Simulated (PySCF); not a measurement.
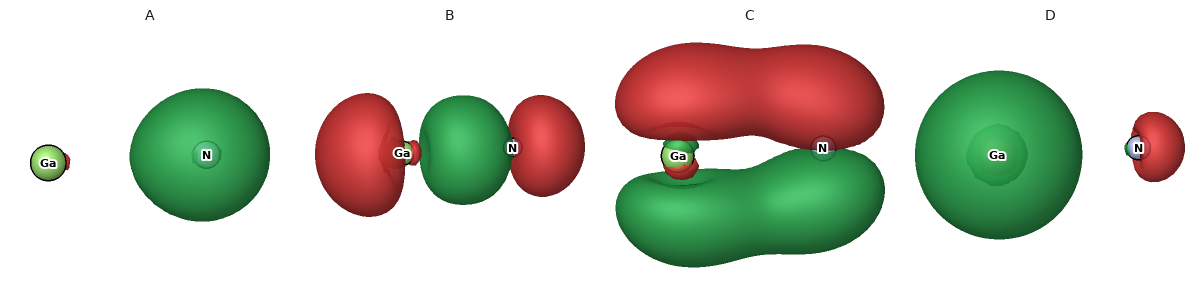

*GaN (charge +1, quartet). Four frontier β-spin orbitals, each drawn at the value that holds 80 % of its norm (green and red are the two phases), in no order; of a degenerate pair one member is drawn.*

Level of theory: PBE0/def2-TZVPPD, non-relativistic Hamiltonian with scalar-relativistic core potentials where named, at a bond length of 2.500 Å in PySCF 2.14.0.

Question: Label each orbital by symmetry, say whether it is occupied, and order them by energy.

Answer: Orbital A: σ, occupied in this spin, −23.27 eV; mainly on N (95 %).
Orbital D: σ, occupied in this spin, −16.41 eV; mainly on Ga (90 %).
Orbital B: σ, empty in this spin, −9.55 eV; shared between the atoms (Ga 40 %, N 60 %).
Orbital C: π, empty in this spin, −8.79 eV; bonding, with no node between the atoms.
